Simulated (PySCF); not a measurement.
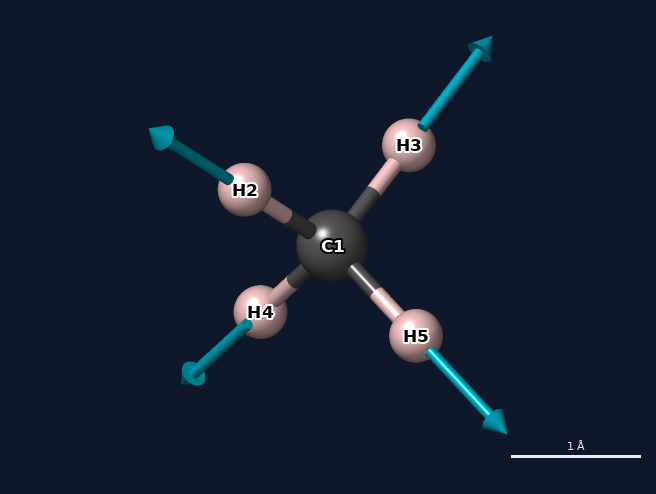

Arrows show the forces on the atoms, 7 Å of arrow for 1 eV/Å; forces under a tenth of the largest aren't drawn. Level of theory: RHF/6-31G* (PySCF).

List the force components in the frame of the picture (x right, y up, z towards the viewer), in eV/Å.

```csv
atom,Fx,Fy,Fz
C1,0.00,0.00,0.00
H2,−0.09,0.06,0.09
H3,0.08,0.10,−0.06
H4,−0.07,−0.07,−0.10
H5,0.09,−0.09,0.07
```
